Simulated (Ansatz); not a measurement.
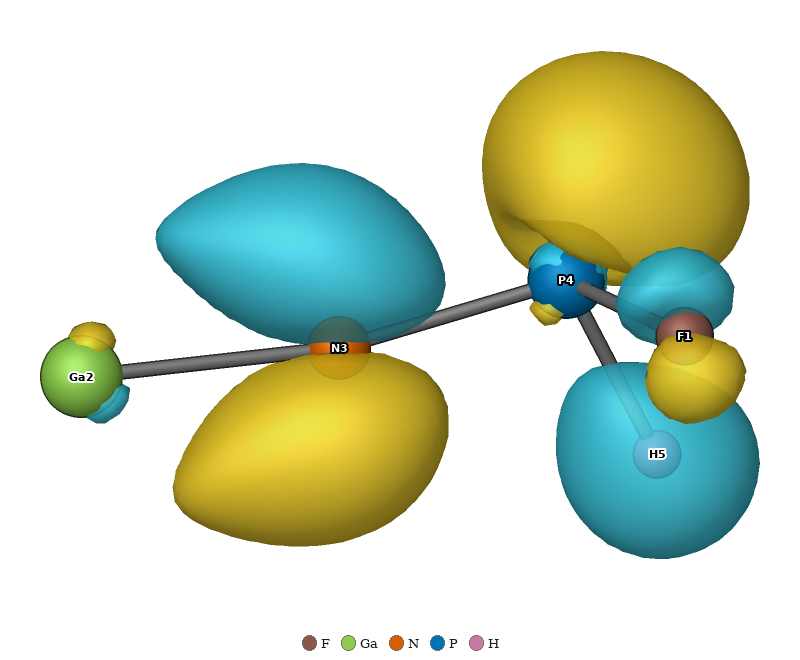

FGaHNP (charge −1). The HOMO at ±0.15 Å⁻³ᐟ² (yellow and cyan are the two phases), seen from one side.

Geometry: BLYP-D3(BJ)/def2-SVPD.

Level of theory: isolated molecule in a Gaussian basis; Kohn-Sham density functional theory, functional PBE0 (Ansatz).

```xyz
5

F     1.3305    0.4486   -1.1531
Ga   -2.0914   -2.0151   -0.4648
N    -0.8606   -0.7587   -0.0126
P     0.4649    0.1133    0.3718
H    -0.0617    1.5005    0.3726
```

What is the character of this orbital?

Answer. Its weight (Hirshfeld) is mainly on P4 (about 35 %), N3 (about 35 %), Ga2 (about 15 %) and H5 (about 10 %). Its energy is −0.86 eV.
